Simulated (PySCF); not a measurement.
Vertical excitations of a molecule C3H8O2Si from TDDFT-CAM-B3LYP/def2-SVPD (PySCF), as energy in eV (oscillator strength): 5.86 (0.001), 7.82 (0.021), 8.05 (0.102), 8.22 (0.004), 8.33 (0.010), 8.50 (0.000), 8.59 (0.017), 8.75 (0.043), 8.95 (0.037), 9.11 (0.022). Lowest triplet (TDA): 5.35 eV. Coordinates come from a PBE0-D3(BJ)/def2-SVP optimisation. Other conformers were not sampled.

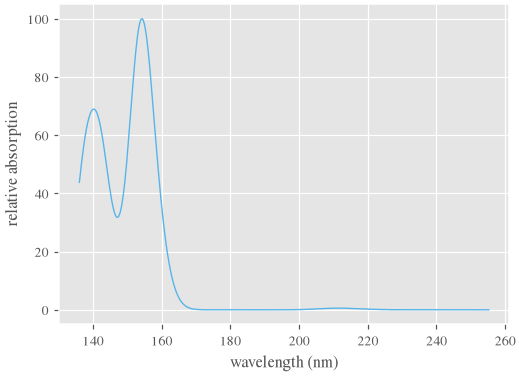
The lines broadened by 0.4 eV.

Q: Pick the molecule that these values belong to.
(A) O[Si@H]1CCOC1
(B) C[Si]1(C)OCO1
(C) C[SiH2]OC(C)=O
(D) CCC(=O)O[SiH3]

A: C, C[SiH2]OC(C)=O
